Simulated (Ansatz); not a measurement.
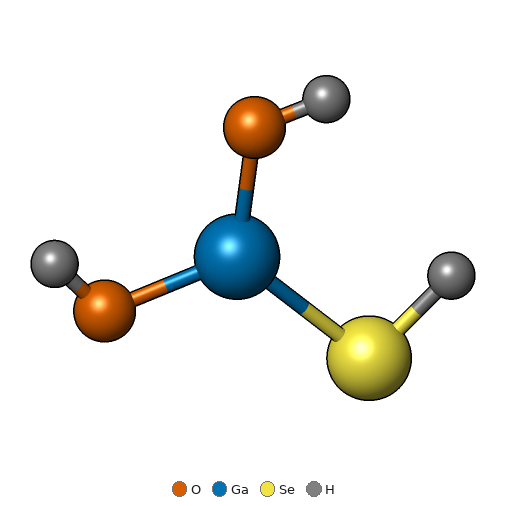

Computed geometry: PBE0-D4/def2-TZVP optimisation.

Identify the structure.

It has 7 atoms: 1 gallium, 3 hydrogen, 2 oxygen and 1 selenium (GaH3O2Se). Its SMILES string is `[OH][Ga]([OH])[SeH]`. This geometry has Cs symmetry. All atoms lie on one plane. Coordination: 2 O bent; 1 Ga trigonal planar; 1 Se bent.

The parts below concern this one geometry. Atoms keep their numbers from picture to picture.

**Dipole moment**

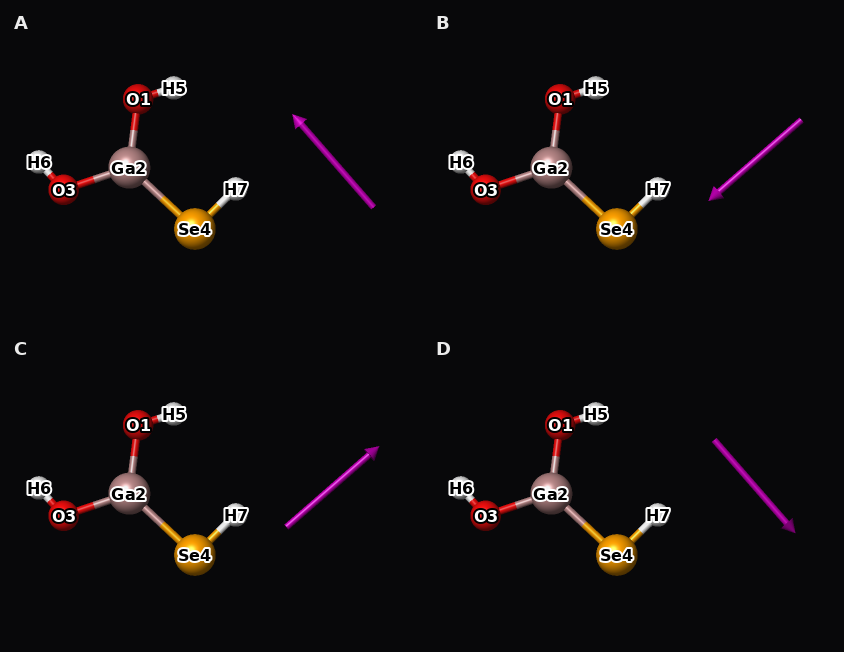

The same molecule four times, each with an arrow. Level of theory: RKS ωB97M-V/def2-TZVPP (Ansatz 0.2.0).

Question: Which arrow points along the dipole moment, from the negative to the positive end?

Answer: C. The dipole moment is 1.93 D; it points from the side of O3, H6 to the side of H5 (the outermost atoms at the two ends).

**Vibrations**

Harmonic vibrations computed with RKS PBE0-D4/def2-TZVP (Ansatz 0.2.0) at a stationary point of the same level.

Question: How many vibrational modes are there, and where do they lie?

Answer: 15 modes: 115, 164, 173, 187, 294, 304, 346, 632, 687, 722, 829, 862, 2444, 3891, 3911 cm⁻¹.

**Charges**

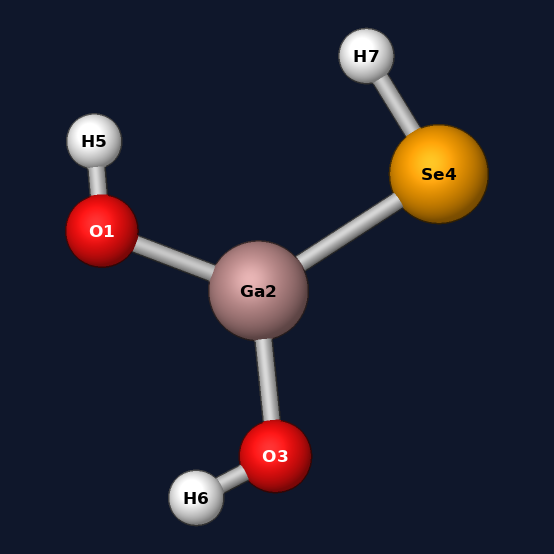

The questions are on Mulliken charges. Level of theory: RKS PBE-D4/def2-TZVPP (Ansatz 0.2.0).

List the Mulliken charges.

```tsv
atom	value (e)
O1	−0.36
Ga2	0.49
O3	−0.36
Se4	−0.18
H5	0.17
H6	0.19
H7	0.05
```

**Thermal motion**

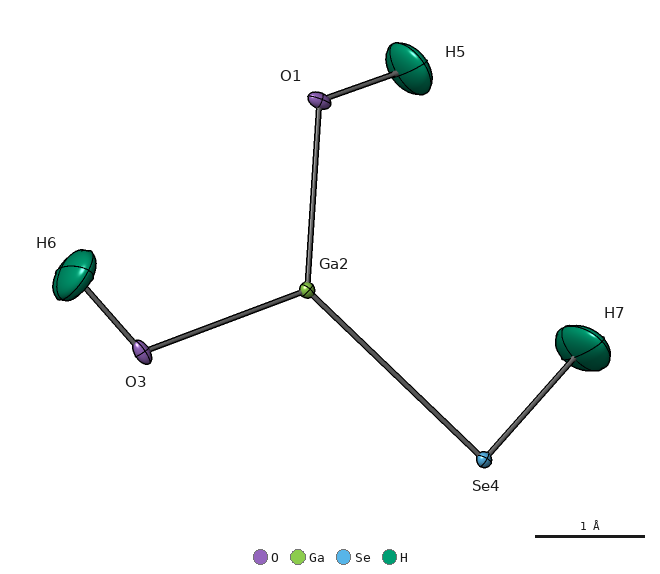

Displacement ellipsoids at the 50 % level, from the internal vibrations of the free molecule (harmonic, no overall translation or rotation; no half-axis is drawn under 0.075 Å). Vibrations computed with RKS PBE0-D4/def2-TZVP (Ansatz 0.2.0). Temperature: 100 K.

Give the displacement parameters, one line for each set of equivalent atoms.

| atom | U_eq (Å²) | rms amplitudes (Å) |
| --- | --- | --- |
| O1 | 0.0032 | 0.040, 0.047, 0.076 |
| Ga2 | 0.00071 | 0.022, 0.029, 0.029 |
| O3 | 0.0033 | 0.040, 0.042, 0.081 |
| Se4 | 0.00031 | 0.009, 0.019, 0.022 |
| H5 | 0.0316 | 0.082, 0.177, 0.238 |
| H6 | 0.0294 | 0.093, 0.169, 0.226 |
| H7 | 0.0441 | 0.084, 0.170, 0.310 |

Mulliken values depend strongly on the basis set and can even reverse the polarity of a bond.
